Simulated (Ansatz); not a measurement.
# CAlBrO (SMILES O=[C-][Al][Br]) (charge −1, doublet): what the fields show

```xyz
4

C     0.1391   -1.9230    2.7086
Al   -0.8989   -0.5107    3.7134
Br   -3.0560   -1.4553    2.8745
O     0.9629   -2.6121    2.2369
```

Geometry: PBE0-D3(BJ)/def2-SVPD.

These are results of Ansatz, isolated molecule in a Gaussian basis; Kohn-Sham density functional theory, functional PBE0, not measurements.

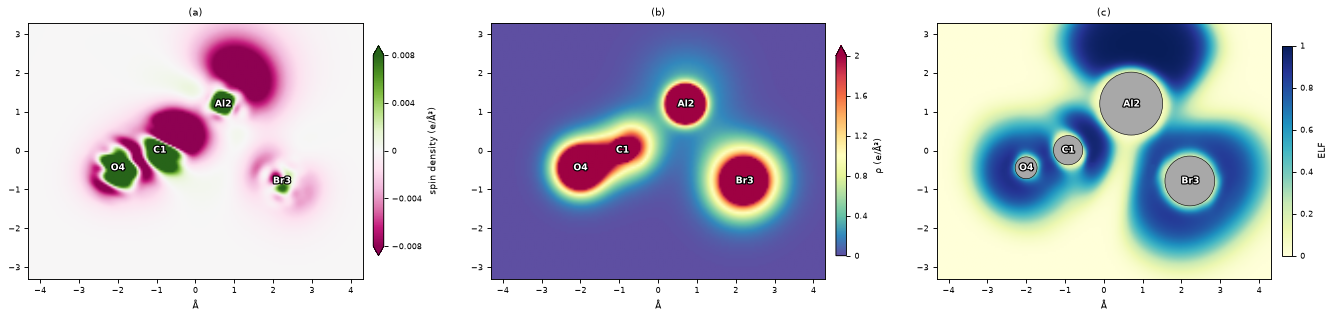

Figure 1. (a) spin density; (b) electron density; (c) ELF on the molecular plane. Grey discs cover the atomic cores in the ELF map.

**What do the fields say about this system?**

The section cuts through C, Al, Br and O sites. C–O (1.17 Å): ρ is about 3.7 e/Å³ halfway; the ELF peaks at about 0.85 between the atoms (a short, multiple covalent bond). C–Al (2.02 Å): the density is about 0.53 e/Å³ at the midpoint; the ELF peaks at about 0.95 in the valence shell of C, 0.7 Å from its nucleus, and is about 0.70 at the midpoint. Al–Br (2.50 Å): ρ at the midpoint is about 0.42 e/Å³, with its minimum of 0.28 e/Å³ about 0.9 Å from Al; the ELF peaks at about 0.80 in the valence shell of Br, 1.1 Å from its nucleus, and is about 0.80 at the midpoint. The ELF also peaks beside Br3 and O4, away from the bonds: non-bonding electrons, paired or unpaired. The unpaired spin (1 electron) lies mostly on C1 (about 0.4), Al2 (about 0.4) and O4 (about 0.2), in electrons by Hirshfeld's partition.

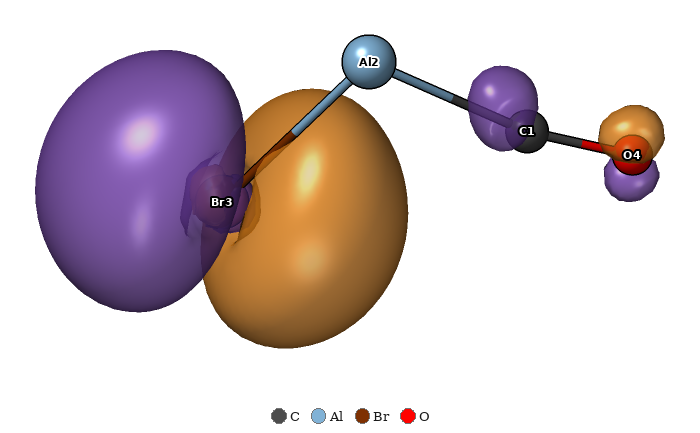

Figure 2. The HOMO−1 (β) at ±0.1 Å⁻³ᐟ² (orange and purple are the two phases), seen at an oblique angle.

**Where does this orbital lie, and at what energy?**

Its weight (Hirshfeld) is mainly on Br3 (about 90 %); it is symmetric in the molecular plane (an in-plane orbital: σ, lone-pair or in-plane π type); largely a lone pair of Br3. Its energy is −3.42 eV.
